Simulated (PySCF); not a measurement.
# Run report: C2H3O (charge +1), single-point calculation

- system: C2H3O, charge +1
- method: CAM-B3LYP/def2-TZVP, RKS (PySCF 2.14.0)

The geometry is that of the parent species in another charge or spin state. The geometry comes from this level: PBE0-D4/def2-TZVP.

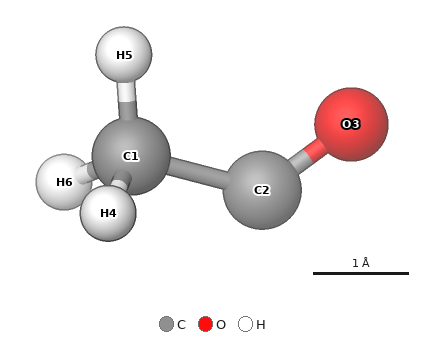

*The input geometry (ball-and-stick view, seen at a tilt; atoms are numbered from 1 in the order of the input).*

Input file (job.py):
```python
from pyscf import gto, dft

mol = gto.M(
    atom='''
C       -0.150600       0.360900      -0.246200
C       -0.095300      -0.937800       0.496900
O        0.811800      -1.439800       1.050900
H       -0.929700       0.983800       0.196900
H        0.814100       0.875700      -0.222400
H       -0.450200       0.157100      -1.276100
''',
    charge=1,
    max_memory=1860,
    verbose=3,
    basis='def2-tzvp',
)

mf = dft.RKS(mol, xc='cam-b3lyp')
mf.grids.level = 5
mf.conv_tol = 1e-10
mf.kernel()
if not mf.converged:
    mf = mf.newton().run(mf.mo_coeff, mf.mo_occ)

e_final = mf.e_tot
print('E = %.10f Eh' % e_final)
```

Launch command:
```bash
OMP_NUM_THREADS=1 python job.py
```

Log:
```
converged SCF energy = -152.857285149612
E = -152.8572851496 Eh
```

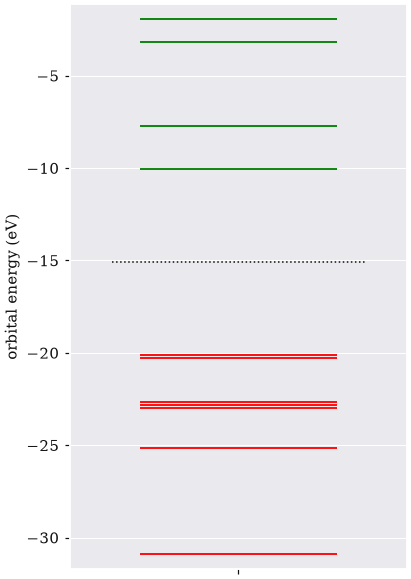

*Orbital energies near the frontier; the dotted line parts filled from empty levels, and levels within 0.02 eV of each other stand side by side.*

Highest filled −20.13 eV, lowest empty −10.06 eV, 10.07 eV apart.

Summary:

```csv
quantity,value
outcome,converged
total energy,−152.857285 hartree
basis functions,111
HOMO,−20.13 eV
LUMO,−10.06 eV
hardware,"1 thread of Intel Xeon @ 2.70GHz, 189 GiB of memory available, shared host"
wall time,35 s
peak memory,0.57 GiB
```

The record of the run, not the program, notes: dipole of an ion depends on the origin.
